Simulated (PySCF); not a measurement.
C6H9AlO (SMILES C#C/C(OC)=[C](/C)[AlH2])

```xyz
17

C    -0.8217    2.5575    0.1515
C    -0.3841    1.4387    0.0709
C     0.2185    0.1563   -0.0374
O     1.5635    0.0527   -0.2658
C     2.2958    1.2460   -0.3852
C    -0.5690   -0.9381    0.0896
C     0.0305   -2.3177   -0.0192
Al   -2.5090   -0.7751    0.4241
H    -1.2518    3.5118    0.2300
H     3.3284    0.9486   -0.5632
H     1.9397    1.8531   -1.2240
H     2.2394    1.8444    0.5301
H    -0.7558   -3.0667    0.1126
H     0.4986   -2.4636   -0.9928
H     0.7952   -2.4701    0.7423
H    -3.3204    0.5360    0.5740
H    -3.3046   -2.1018    0.5526
```

Geometry: GFN2-xTB.

The calculation used PBE0/def2-SVPD, SCF density, gas phase (PySCF 2.14.0).

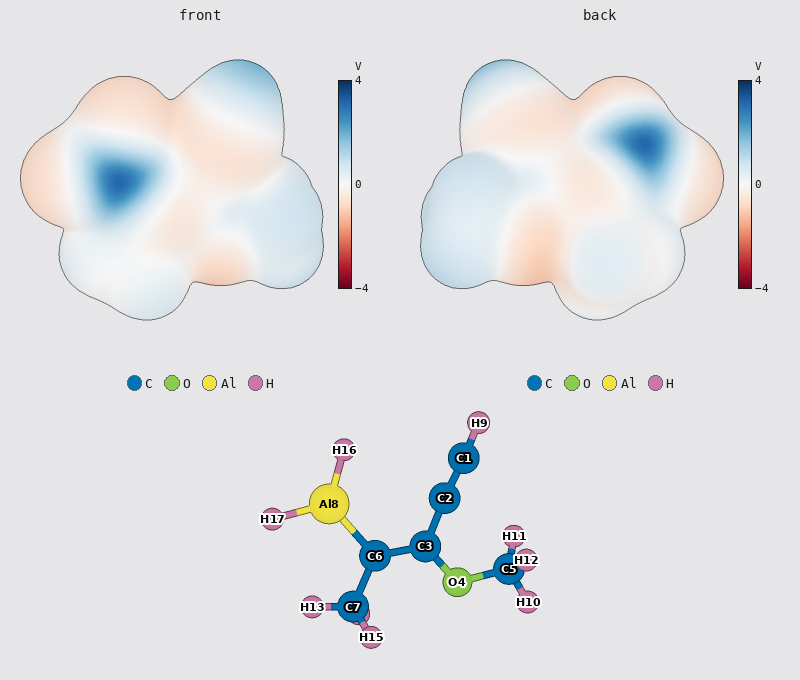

Figure 1. The electrostatic potential painted on the density surface at 0.002 e/bohr³, seen from the front and from behind; the colour scale runs from red (negative) to blue (positive). The bare structure is drawn below in the same view.

Describe the electrostatic potential map.

Answer. The most negative region (about −1.0 V) lies over O4, the most positive (about +3.0 V) over Al8.

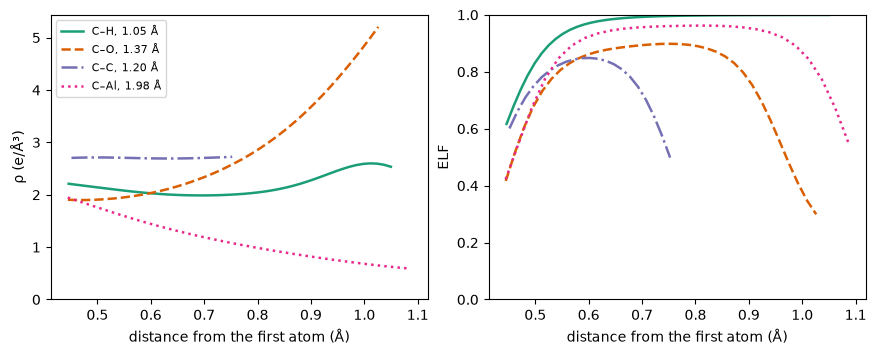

Figure 2. Total electron density and electron localisation function along straight lines between neighbouring atoms. The curves leave out the atomic cores.

What can be read from the curves?

Answer. C–H (1.05 Å): ρ at the midpoint is about 2.1 e/Å³; the ELF climbs to about 1 towards the hydrogen, as it does in any bond to H; a covalent bond by its length.
C–O (1.37 Å): ρ at the midpoint is about 2.3 e/Å³, with its minimum of 1.9 e/Å³ about 0.5 Å from C; the ELF peaks at about 0.90 between the atoms, as expected for a polar covalent bond.
C–C (1.20 Å): ρ is about 2.7 e/Å³ halfway; the ELF peaks at about 0.85 between the atoms; a multiple bond.
C–Al (1.98 Å): the density is about 0.7 e/Å³ at the midpoint; the ELF peaks at about 0.95 between the atoms: a shared but strongly polarised pair.
